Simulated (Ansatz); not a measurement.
The parent structure is BN in the zinc blende structure (space group F-43m, No. 216; a = 3.6247 Å).

Modification: a hydrostatic pressure of 7.5 GPa.

The values are results of PBE, PAW, 420 eV (Ansatz, a quantum-chemistry and plane-wave program; no spin-orbit coupling), not measurements.

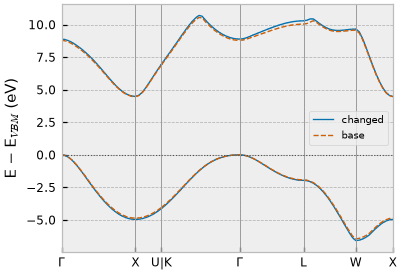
Highest valence and lowest conduction band along the path, each from its own valence-band maximum

The gap is 4.48 eV, indirect, Γ → X; the base has 4.46 eV.

Load acts through the strain it causes; cell and atoms are relaxed under it. Stability against distortions was not tested. Competing high-pressure phases were not computed.
